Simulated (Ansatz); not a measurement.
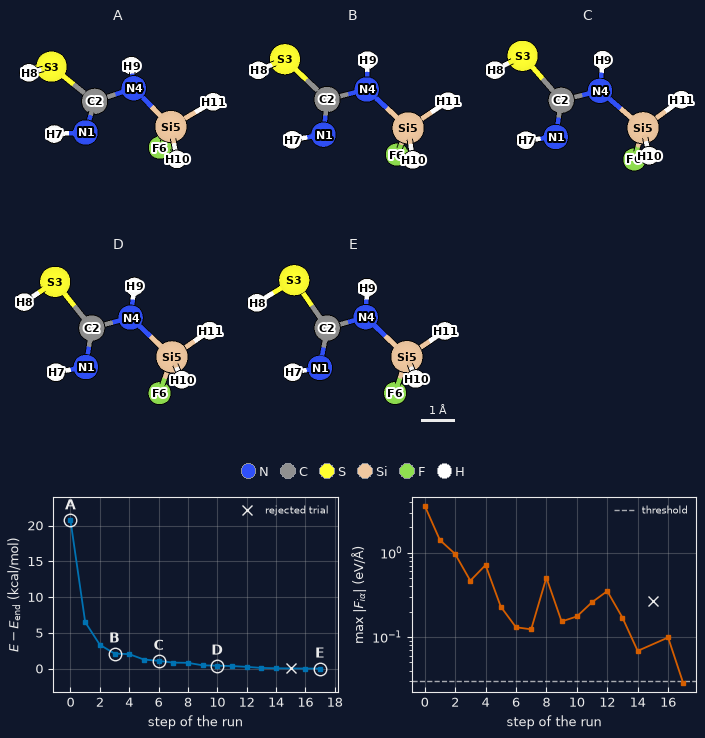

Frames of a relaxation of CH$_{5}$FN$_{2}$SSi (coarse preliminary run), marked on the history of the run. A ball-and-stick model, seen at a tilt.

The start comes from a force field.

The calculation used RKS PBE-D4/def2-SVP in Ansatz 0.2.0. (force threshold 0.03 eV/Å; at most 200 steps)

What happens along the run?

Over 16 accepted moves (17 points after the start) the energy falls by 20.7 kcal/mol. The largest force component goes from 3.6 to 0.028 eV/Å. The line search rejected the trial step at point 15 of the run. S3 moves most after the best rigid fit: 0.88 Å. Largest moves by element: S 0.88 Å, F 0.58 Å, N 0.53 Å, H 0.41 Å, C 0.10 Å, Si 0.05 Å. Some distances before and after: N4–Si5 1.684 → 1.762 Å, C2–S3 1.742 → 1.816 Å, N4–H9 1.064 → 1.022 Å, Si5–H10 1.452 → 1.489 Å. Among the angles between lasting bonds that change: N1–C2–S3 115.5° → 129.0°, Si5–N4–H9 109.0° → 122.1°, N1–C2–N4 129.5° → 119.5°. Groups turn about C2–S3 by about 50°. Cost: 23 s on 4 threads of Arm Neoverse V2 (shared host). From step 0 to 3: H9 moves most (0.28 Å), energy −18.6 kcal/mol. From step 3 to 6: N and S atoms move most (0.21 Å), energy −1.02 kcal/mol. From step 6 to 10: F6 moves most (0.29 Å), energy −0.67 kcal/mol. From step 10 to 17: S3 moves most (0.33 Å), energy −0.41 kcal/mol.

| step | E − E(0), kcal/mol | largest force component, eV/Å | note |
| --- | --- | --- | --- |
| 0 | 0.00 | 3.6240 |  |
| 1 | -14.20 | 1.4154 |  |
| 2 | -17.38 | 0.9686 |  |
| 3 | -18.60 | 0.4661 |  |
| 4 | -18.68 | 0.7151 |  |
| 5 | -19.44 | 0.2296 |  |
| 6 | -19.62 | 0.1306 |  |
| 7 | -19.87 | 0.1235 |  |
| 8 | -19.90 | 0.5076 |  |
| 9 | -20.24 | 0.1531 |  |
| 10 | -20.29 | 0.1753 |  |
| 11 | -20.35 | 0.2589 |  |
| 12 | -20.46 | 0.3507 |  |
| 13 | -20.61 | 0.1698 |  |
| 14 | -20.66 | 0.0685 |  |
| 15 | -20.65 | 0.2666 | rejected |
| 16 | -20.69 | 0.0988 |  |
| 17 | -20.71 | 0.0282 |  |
